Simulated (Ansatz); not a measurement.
**doublet C2H2S− at 6 levels**

Aim: a comparison of 6 runs (UHF/def2-SVPD, U-revPBE/def2-SVPD, U-wB97M-V/def2-SVPD, UB3LYP/def2-SVPD, UBLYP/def2-SVPD, UCCSD/def2-SVPD) of doublet C2H2S−. 

Program for the calculation: Ansatz 0.2.0.

48 further runs of the same task are left out: 48 set aside as unsound or not needed.

## Step 1: The structure to begin with

The species is C2H2S− (5 atoms), meant as a doublet with charge -1. SMILES of the parent species: `C#CS`. Geometry: relaxed at PBE0-D4/def2-TZVP. That shape belongs to the parent species and isn't relaxed for this state.

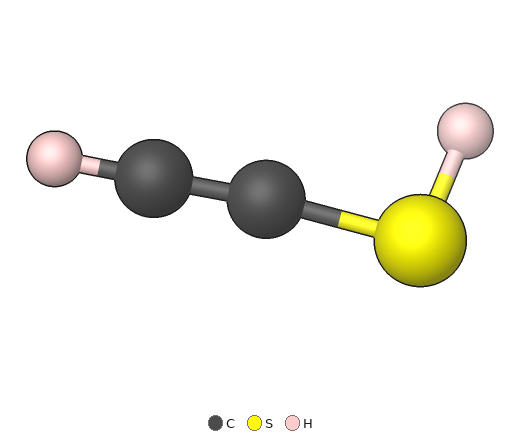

Viewed from a chosen angle; carbon dark grey, sulfur yellow, hydrogen pink.

## Step 2: The energy at UHF/def2-SVPD (run 1)

input.yaml

```yaml
crystal:
  periodic: [false, false, false]
  atoms:
    - {symbol: C, position_ang: [-1.196800, -0.342000, 0.001900]}
    - {symbol: C, position_ang: [0.000700, -0.223700, 0.026100]}
    - {symbol: S, position_ang: [1.678900, -0.197600, 0.083400]}
    - {symbol: H, position_ang: [-2.256800, -0.433400, -0.021800]}
    - {symbol: H, position_ang: [1.823900, 1.123100, -0.131000]}
basis:
  gaussian: {orbitals: def2-SVPD}
total_charge: -1
magnetization: {spin_polarized: true, initial_magnetization: 1}
hamiltonian: {xc: hf}
accuracy: high
output: {orbitals: {seedname: orbitals}}
```

Started as:

```sh
$ ansatz run input.yaml --threads 1 --pin off --max-ram 3480MiB --events-out events.jsonl --progress --plain --runs-dir runs
```

The program printed:

```text
Warning: RAYON_NUM_THREADS=1 ignored (pool sized by the plan → 1); use --threads N
Functional definition: HF
  name "HF"
  exchange = exact_x
  correlation = 0
1540 factors; integrals over basis functions are off by at most 3.7e-9 eV
mean field evaluation 1: about -12898.2130 eV, gradient 1.9e1 eV
mean field evaluation 2: about -12898.2161 eV, gradient 1.9e1 eV
mean field evaluation 4: about -12900.8159 eV, gradient 3.0e0 eV
mean field evaluation 8: about -12900.9413 eV, gradient 2.0e-1 eV
mean field evaluation 16: about -12900.9630 eV, gradient 2.5e-6 eV
mean field evaluation 32: about -12900.9609 eV, gradient 8.0e-2 eV
mean field evaluation 64: about -12900.7152 eV, gradient 1.5e0 eV
mean field evaluation 96: about -12898.5593 eV, gradient 9.6e0 eV
mean field evaluation 128: about -12900.5079 eV, gradient 5.2e-1 eV
mean field evaluation 160: about -12900.0304 eV, gradient 7.0e-1 eV
mean field evaluation 192: about -12900.9630 eV, gradient 1.3e-2 eV
mean field evaluation 224: about -12900.9630 eV, gradient 3.1e-8 eV
mean field -12900.96301091 eV, -474.1016460643 hartree, gradient 3.9e-8 eV, S^2 0.752138; 3 other end points of the search recorded, 0 dependent functions left out
reference -12900.96301091 eV, -474.1016460643 hartree; 16, 15 occupied and 67, 68 virtual orbitals, 1540 factors
Total energy: -12900.96301091 eV, -474.1016460643 hartree
```

Run time: 7.5 s. Hardware: 1 thread of Arm Neoverse V1, shared host; peak memory 0.22 GiB.

## Step 3: A single-point energy at U-revPBE/def2-SVPD (run 2)

job.yaml

```yaml
crystal:
  periodic: [false, false, false]
  atoms:
    - {symbol: C, position_ang: [-1.196800, -0.342000, 0.001900]}
    - {symbol: C, position_ang: [0.000700, -0.223700, 0.026100]}
    - {symbol: S, position_ang: [1.678900, -0.197600, 0.083400]}
    - {symbol: H, position_ang: [-2.256800, -0.433400, -0.021800]}
    - {symbol: H, position_ang: [1.823900, 1.123100, -0.131000]}
basis:
  gaussian:
    orbitals: def2-SVPD
total_charge: -1
magnetization:
  spin_polarized: true
  initial_magnetization: 1
hamiltonian:
  xc: {name: revPBE}
accuracy: high
output:
  orbitals: {seedname: orbitals}
```

Started as:

```sh
$ ansatz run job.yaml --threads 1 --pin off --max-ram 3480MiB --events-out events.jsonl --progress --plain --runs-dir runs
```

The program printed:

```text
Warning: RAYON_NUM_THREADS=1 ignored (pool sized by the plan → 1); use --threads N
Functional definition: revPBE
  name "revPBE"
  parameter kappa = 1.245
  parameter beta = 0.06672455060314922
  exchange = pbe_x(kappa = kappa, mu = beta*pi^2/3)
  correlation = pbe_c(beta = beta)
1540 factors; integrals over basis functions are off by at most 3.7e-9 eV
mean field evaluation 1: about -12926.1983 eV, gradient 3.0e1 eV
mean field evaluation 2: about -12898.0117 eV, gradient 6.9e1 eV
mean field evaluation 4: about -12929.8347 eV, gradient 1.5e1 eV
mean field evaluation 8: about -12931.2529 eV, gradient 1.6e-1 eV
mean field evaluation 16: about -12931.2471 eV, gradient 3.1e-4 eV
mean field evaluation 32: about -12929.8592 eV, gradient 6.0e0 eV
mean field -12931.24712881 eV, -475.2145668698 hartree, gradient 5.4e-8 eV, S^2 0.750872; 8 other end points of the search recorded, 0 dependent functions left out
reference -12931.24713283 eV, -475.2145670175 hartree; 16, 15 occupied and 67, 68 virtual orbitals, 1540 factors
Total energy: -12931.24713283 eV, -475.2145670175 hartree
```

It took 10 s on 1 thread of Arm Neoverse V1, shared host; peak memory 0.24 GiB.

Runs 3 to 5 aren't shown in full; the table further down has their settings and results.

## Step 4: A single-point energy at UCCSD/def2-SVPD (run 6)

in.yaml

```yaml
crystal:
  periodic: [false, false, false]
  atoms:
    - {symbol: C, position_ang: [-1.196800, -0.342000, 0.001900]}
    - {symbol: C, position_ang: [0.000700, -0.223700, 0.026100]}
    - {symbol: S, position_ang: [1.678900, -0.197600, 0.083400]}
    - {symbol: H, position_ang: [-2.256800, -0.433400, -0.021800]}
    - {symbol: H, position_ang: [1.823900, 1.123100, -0.131000]}
basis:
  gaussian: {orbitals: def2-SVPD}
accuracy: high
total_charge: -1
magnetization: {spin_polarized: true, initial_magnetization: 1}
scf: {omitted_lower_state_checks: [cluster_reference, increment]}
correlation: {method: ccsd, frozen_orbitals: {C: 1, H: 0, S: 5}}
```

Started as:

```sh
$ ansatz run in.yaml --threads 1 --pin off --max-ram 3480MiB --events-out events.jsonl --progress --plain --runs-dir runs
```

The program printed:

```text
Warning: RAYON_NUM_THREADS=1 ignored (pool sized by the plan → 1); use --threads N
[... 15 lines left out ...]
7 core orbitals not correlated: weight in the atoms' cores, before any rotation towards them, 1.000 or more for the frozen orbitals, at most 0.000 for the correlated occupied ones
[... 33 lines left out ...]
Total energy: -12913.00927923 eV, -474.5443382596 hartree
Checks for a lower state left out: cluster_reference, increment
```

Wall time 33 s (1 thread of Arm Neoverse V1, shared host); peak memory 0.75 GiB.

## Step 5: The series

| run | level | frozen core orbitals | energy (Eh) | HOMO energy (eV) | LUMO energy (eV) | ⟨S²⟩ | wall time |
| --- | --- | --- | --- | --- | --- | --- | --- |
| 1 | UHF/def2-SVPD | – | -474.101646 | 1.72 | 5.50 | 0.752 | 7.5 s |
| 2 | U-revPBE/def2-SVPD | – | -475.214567 | 3.25 | 3.81 | 0.751 | 10 s |
| 3 | U-wB97M-V/def2-SVPD | – | -475.238824 | 1.52 | 5.10 | 0.751 | 2.2 min |
| 4 | UB3LYP/def2-SVPD | – | -475.322857 | 2.81 | 4.01 | 0.751 | 16 s |
| 5 | UBLYP/def2-SVPD | – | -475.272416 | 3.28 | 3.72 | 0.751 | 11 s |
| 6 | UCCSD/def2-SVPD | 7 | -474.544338 | – | – | 0.752 | 33 s |

## Step 6: What came out

```
                                          quantity          value
                               run 6: total energy  -474.54434 Eh
run 6: correlation energy (7 core orbitals frozen)     -442.7 mEh
          run 6: ⟨S²⟩ of the reference determinant          0.752
                              run 6: T1 diagnostic          0.047
```

Totals of different functionals can't be ranked against each other. In runs 1, 2, 3, 4, 5 the HOMO lies above zero, so the outermost electron may be held by the basis alone. All runs together took 3.5 min, the longest 2.2 min.
